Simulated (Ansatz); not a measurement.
C8H4Ti (SMILES C#[C][Ti]([C]#C)([C]#C)[C]#C)

```yaml
atoms:
  - { symbol: C, position_ang: [3.0093, 0.4424, -1.0769] }
  - { symbol: C, position_ang: [1.8752, 0.2745, -0.6705] }
  - { symbol: Ti, position_ang: [0.0022, -0.0027, 0.0009] }
  - { symbol: C, position_ang: [-1.0581, -1.0175, -1.3709] }
  - { symbol: C, position_ang: [-1.7010, -1.6319, -2.2008] }
  - { symbol: C, position_ang: [-0.8619, 1.7808, 0.3298] }
  - { symbol: C, position_ang: [-1.3853, 2.8607, 0.5290] }
  - { symbol: C, position_ang: [0.0530, -1.0484, 1.7154] }
  - { symbol: C, position_ang: [0.0828, -1.6818, 2.7535] }
  - { symbol: H, position_ang: [4.0044, 0.5897, -1.4335] }
  - { symbol: H, position_ang: [-2.2650, -2.1711, -2.9290] }
  - { symbol: H, position_ang: [-1.8444, 3.8082, 0.7037] }
  - { symbol: H, position_ang: [0.1091, -2.2375, 3.6643] }
```

Geometry: PBE0-D4/def2-TZVP.

All numbers below come from Ansatz 0.2.0, RKS PBE0-D4/def2-TZVPP.

Question: What will maps of the electron density and electron localisation function show?

Answer: C–C (1.22 Å): the density is about 2.8 e/Å³ at the midpoint; the ELF peaks at about 0.85 between the atoms (a multiple bond).
C–Ti (2.01 Å): ρ at the midpoint is about 0.8 e/Å³; the ELF peaks at about 0.95 in the valence shell of C, 0.7 Å from its nucleus, and is about 0.50 at the midpoint.
C–H (1.07 Å): ρ is about 2.1 e/Å³ halfway; the ELF climbs to about 1 towards the hydrogen, as it does in any bond to H (a covalent bond by its length).

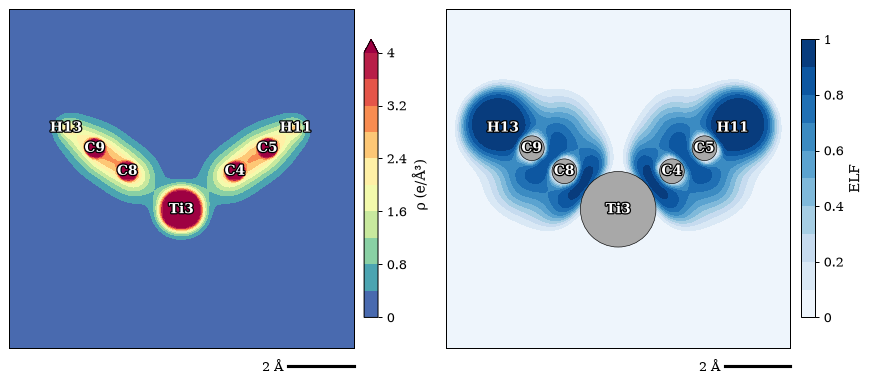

Computed electron density and electron localisation function on the plane of atoms C4, Ti3 and C8, in this order. Grey discs cover the atomic cores in the ELF map. 
